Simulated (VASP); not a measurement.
Band structure of Si3N4 (space group P6_3/m). Calculation: r2SCAN meta-GGA, VASP's PBE PAW potentials (set 64) (plane waves; VASP).

The path is coarsely sampled, so an indirect gap can come out somewhat too large.

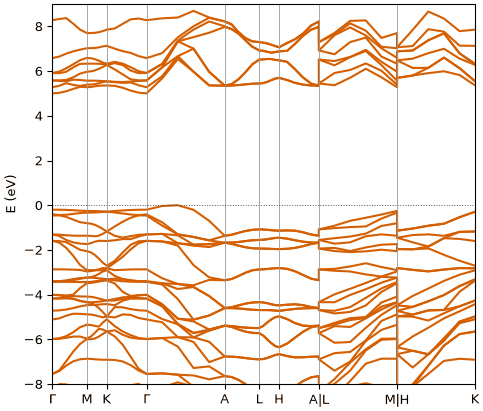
*Bands along high-symmetry lines, zero at the valence-band maximum or, without a gap, the Fermi level*

Problem. Read the plot: is there a gap, and where are the band edges?

Solution. The gap is indirect, 5.00 eV, from the valence maximum at Γ-A at 0.40 to the conduction minimum at Γ.

The structure comes from a computed database's Si3N4 entry (P6_3/m); how it stands against other phases isn't given here. It was relaxed first.
